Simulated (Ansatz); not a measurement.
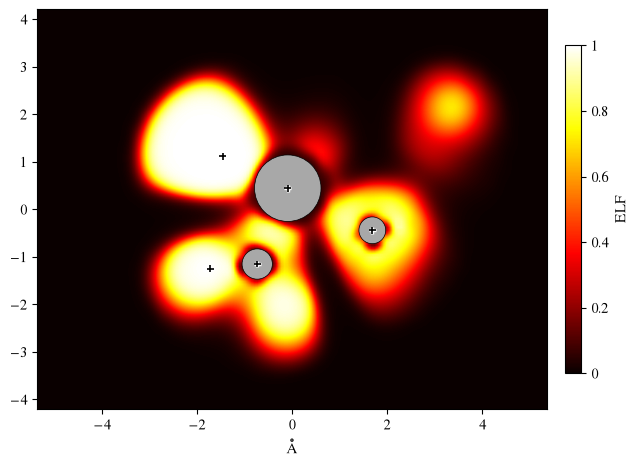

The ELF on a plane through atoms (crosses mark nuclei in the plane; grey discs cover the cores).

The calculation used Ansatz 0.2.0, RKS PBE0-D4/def2-TZVPP.

Candidates:
A. ClH$_{2}$InO
B. H$_{10}$N$_{2}$O$_{2}$Si
C. H$_{6}$MgSi$_{2}$

> Which system is this?

Candidate B: H$_{10}$N$_{2}$O$_{2}$Si on the plane of atoms H3, Si1 and N5, which holds Si, H, N and O. Si–N (1.72 Å): the ELF peaks at about 0.90 between the atoms (a shared but strongly polarised pair). Si–O (1.99 Å): the ELF peaks at about 0.90 in the valence shell of O, 0.6 Å from its nucleus, and is about 0.65 at the midpoint.
